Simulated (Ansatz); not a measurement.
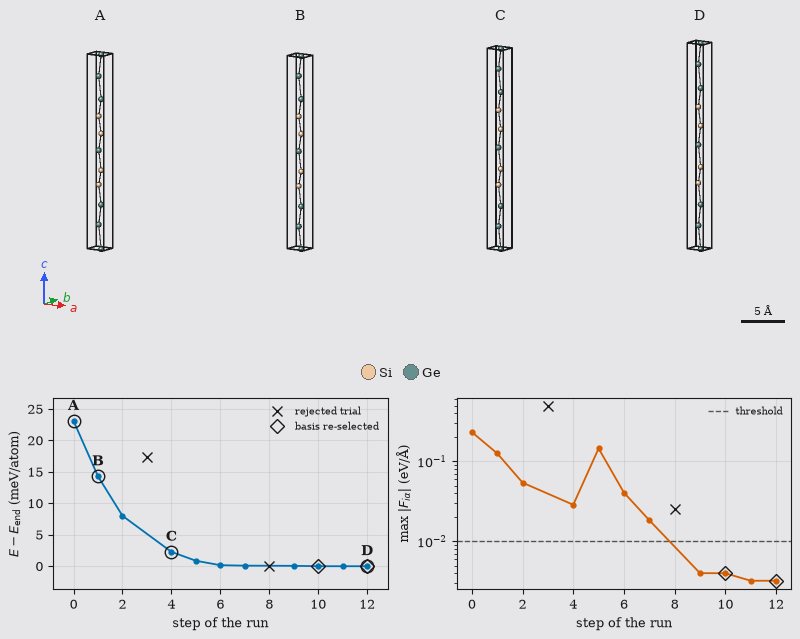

Frames of a relaxation of solid Si₂Ge₃ (a generated structure, set up in P-6m2), marked on the history of the run. Style: ball-and-stick. Shown: the cell of the calculation, slightly off an axis.

Method: DFT PBE, scalar-relativistic, plane waves, PAW in Ansatz 0.2.0. Set-up: plane-wave cutoff 420 eV; k-point mesh 12 × 12 × 2; occupations gaussian; smearing width 0.1 eV; no spin polarisation; cell and atoms relaxed; force threshold 0.01 eV/Å; at most 80 steps.

Question: What happens along the run?

Answer: The largest moves relative to the cell, 0.29 Å, are those of Ge atoms. Largest moves by element: Ge 0.29 Å, Si 0.21 Å. The volume changes by −0.8 %, with a = b 2.992 → 2.898 Å (−3.1 %), c 22.825 → 24.133 Å (+5.7 %). Among the contacts that change: Ge–Si 2.762 → 2.935 Å, Ge–Si 2.764 → 2.890 Å, Ge–Ge 3.213 → 3.102 Å, Si–Si 2.544 → 2.651 Å. Bond angles that change, for instance: Si–Si–Ge 98.6° → 105.5°, Si–Si–Si 72.0° → 66.2°, Ge–Si–Ge 65.5° → 60.2°. The space group stays P-6m2 (No. 187). The energy falls by 23.1 meV per atom in 8 accepted moves (12 points after the start). The largest force component goes from 0.23 to 0.0032 eV/Å. The pressure goes from 0.81 to 0.00 GPa. The line search rejected the trial steps at points 3, 8 of the run. The SCF was repeated twice at an unchanged geometry on a basis and grid sized afresh for the cell, which shifted the energy by 0.1 meV per atom at most. From step 0 to 1: Ge atoms move most (0.20 Å), energy −8.8 meV per atom. From step 1 to 4: Ge atoms move most (0.14 Å), volume −1.6 %, energy −12.0 meV per atom. From step 4 to 12: Ge atoms move most (0.03 Å), volume +0.9 %, energy −2.3 meV per atom.
